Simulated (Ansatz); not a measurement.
Input file:

```
crystal:
  periodic: [false, false, false]
  atoms:
    - {symbol: Ca, position_ang: [-0.582845, 2.019410, 0.818627]}
    - {symbol: Ca, position_ang: [2.238100, -0.120763, 0.253276]}
    - {symbol: Ca, position_ang: [-0.374099, -0.413367, -2.185647]}
    - {symbol: Ca, position_ang: [-1.281167, -1.485281, 1.113735]}
basis:
  gaussian: {orbitals: def2-TZVP, initial_orbitals: start.molden}
magnetization: {spin_polarized: true, initial_magnetization: 2}
hamiltonian: {xc: pbe0}
scf: {omitted_lower_state_checks: [starts]}
output: {orbitals: {seedname: orbitals}}
```

Run with:

```sh
ansatz run in.yaml --threads 4 --pin off --events-out ev --progress --plain --max-ram 3916MiB
```

Geometry: r2SCAN/def2-TZVP.

All numbers below come from Ansatz, UKS PBE0/def2-TZVP.

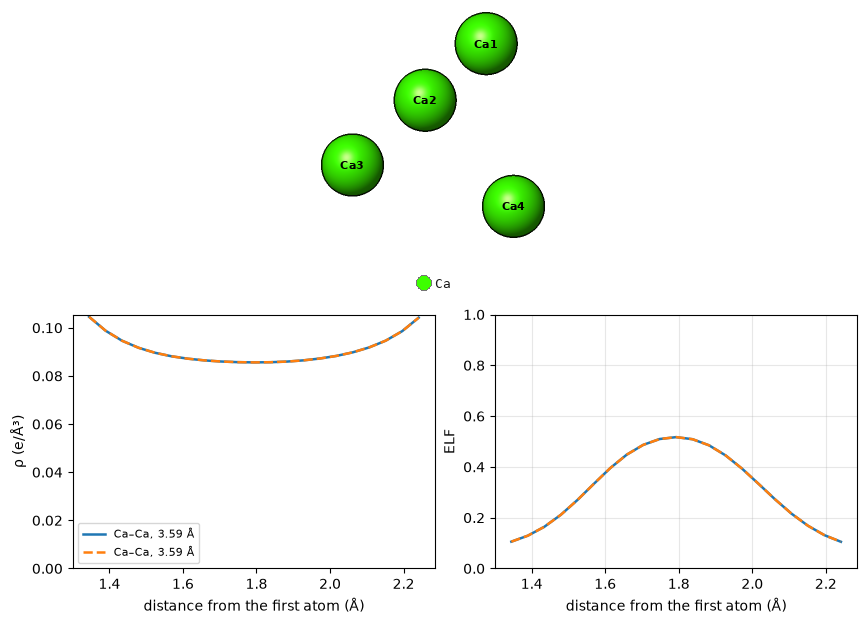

Ca···Ca···Ca···Ca (triplet). Total electron density and ELF along straight lines between neighbouring atoms. The curves leave out the atomic cores. The structure is drawn too.

Q: Compare the contacts.

A: Ca–Ca (3.59 Å): ρ is about 0.09 e/Å³ halfway; the ELF reaches about 0.50 near the midpoint.
Ca1···Ca4 (3.59 Å): the density falls to about 0.09 e/Å³ on the way; the ELF reaches about 0.50 near the midpoint.
